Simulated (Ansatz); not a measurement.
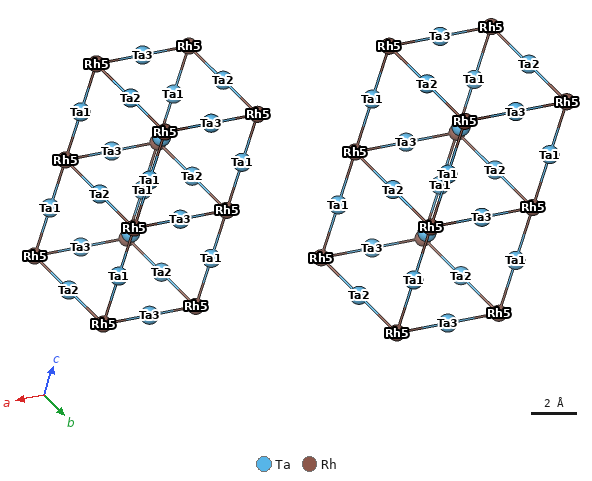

Two geometries of crystalline Ta$_{4}$Rh (a generated structure, set up in Im-3m) (coarse preliminary run), drawn at one scale. One is the start of a relaxation, the other its converged end. A ball-and-stick model of the cell of the calculation, repeated 1 × 1 × 2 with one cell outlined, seen from a free direction.

All numbers below come from DFT PBE, scalar-relativistic, plane waves, PAW in Ansatz 0.2.0. (plane-wave cutoff 420 eV; k-point mesh 4 × 4 × 4; occupations gaussian; smearing width 0.1 eV; no spin polarisation; cell and atoms relaxed; force threshold 0.04 eV/Å; at most 70 steps)

Which geometry has the lower energy?

The right one is the relaxed one. The atoms keep their places relative to the cell (all moves are under 0.005 Å). Cell: a = b = c 4.678 → 5.153 Å (+10.1 %). Volume +33.6 %. Near-neighbour distances that change, for instance: Ta–Ta 2.701 → 2.975 Å, Rh–Ta 2.339 → 2.576 Å. The space group stays Im-3m (No. 229). The energy falls by 1092 meV per atom in 4 accepted moves (5 points after the start). All forces vanish by symmetry, so only the cell relaxes. Pressure: 83.27 GPa at the start and 0.37 GPa at the end. The SCF was repeated once at an unchanged geometry on a basis and grid sized afresh for the cell, which shifted the energy by 7.2 meV per atom at most. The run took 26 s on 1 thread of Intel(R) Xeon(R) Processor @ 2.50GHz (Skylake/Cascade Lake) (shared host), peak memory 0.4 GiB.
